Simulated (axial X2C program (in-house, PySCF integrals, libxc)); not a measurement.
## Run report: RuB⁺, relativistic diatomic calculation

RuB⁺, single determinant with Ω = 1. Computed at this level: TPSSh, two-component X2C with atomic mean-field Coulomb and Gaunt terms, Ru dyall-cv3z, B dyall-v3z (cores contracted) (axial X2C program (in-house, PySCF integrals, libxc)).

### Log
```
two-component X2C + atomic mean field  TPSSh
basis functions 192  fitting functions 936  grid points 5075
iter        total energy     max residual
   1      -4552.930603554     1.47e-01
   2      -4552.930487401     9.56e-03
   3      -4552.913232079     3.54e-02
   4      -4552.931642033     4.22e-03
   5      -4552.931861012     2.36e-04
   6      -4552.931862499     1.10e-04
   7      -4552.931862909     3.97e-05
   8      -4552.931863068     4.94e-05
   9      -4552.931863148     1.30e-05
  10      -4552.931863154     4.98e-06
  11      -4552.931863155     1.32e-06
converged
one-electron -6392.18430489  Coulomb 1913.41592194  exact exchange -13.59631813  xc functional -124.77714351  nuclear repulsion 66.44919315  atomic mean-field constant -2.23921172
```

### The points of the curve

```csv
R (Å),E (hartree),"dipole (D; origin at the first atom, positive when the second is positive)",highest filled (eV),lowest empty (eV)
1.524,−4552.893443,−0.73,−13.45,−11.57
1.594,−4552.915078,−0.50,−13.27,−11.39
1.647,−4552.924684,−0.33,−13.15,−11.26
1.699,−4552.929952,−0.16,−13.04,−11.13
1.752,−4552.931863,0.02,−12.94,−11.01
1.813,−4552.930870,0.22,−12.82,−10.87
1.875,−4552.927337,0.42,−12.72,−10.74
1.954,−4552.920265,0.66,−12.58,−10.59
2.050,−4552.909389,0.94,−12.42,−10.40
2.190,−4552.891965,1.35,−12.20,−10.16
```

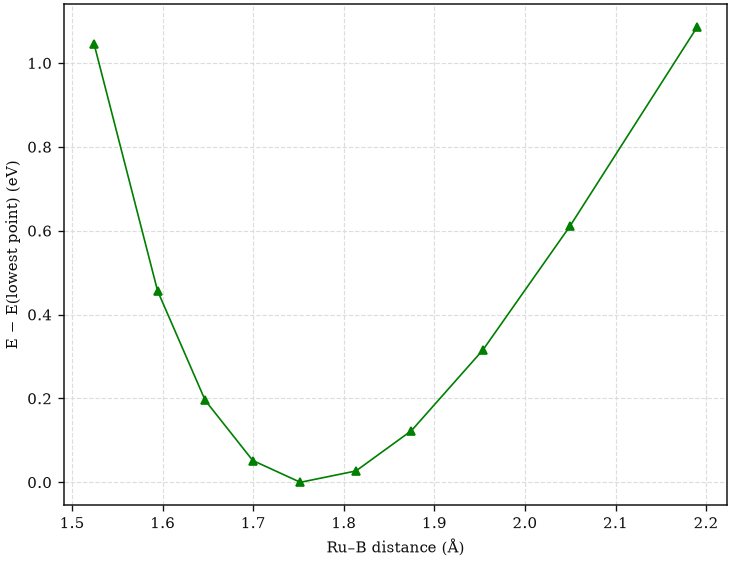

Energy at 10 bond lengths, for one set of occupations held fixed; the line joins the points. A polynomial of degree 6 through 9 points gives rₑ = 1.762 Å, ωₑ = 810.5 cm⁻¹, ωₑxₑ = 5.1 cm⁻¹ and Bₑ = 0.5462 cm⁻¹. The minimum lies 4.49 eV below Ru⁺ + B, each computed as one determinant at the same level.

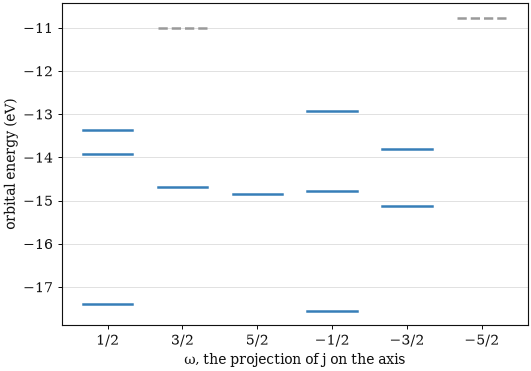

Orbital energies near the frontier at 1.75 Å, filled (solid) and empty (dashed). The highest filled spinor (−1/2; 43 % Ru d, 29 % B p) lies at −12.94 eV, the lowest empty one (3/2; 99 % Ru d) at −11.01 eV.

### Input
```
{"zs": [44, 5], "q": 1, "bas": ["dyall-cv3z", "dyall-v3z"], "levels": ["PBE0", "HF", "TPSSh"], "cc": true, "r0": 2.1, "thr": -2.0, "nmax": 90, "npts": 10, "nst": 2, "ntry": 6}
```

The line is the task of a batch: nuclear charges, charge, bases, the levels to run, a first guess of the distance and further settings. This report covers TPSSh with spin-orbit coupling. The log is that of the reference distance 1.752 Å.

The run was one of a batch that the task file lists, launched with:
```bash
python <driver script> task.json out
```

### Key numbers

- outcome: converged
- bond length rₑ: 1.762 Å
- ωₑ: 810.5 cm⁻¹
- energy at the minimum: −4552.93191 hartree
- depth below the fragments: 4.49 eV
- hardware: 1 thread of Intel Xeon @ 2.50GHz (Skylake/Cascade Lake), 32 GiB of memory available, shared host
- wall time: 27 s
- peak memory: 0.66 GiB
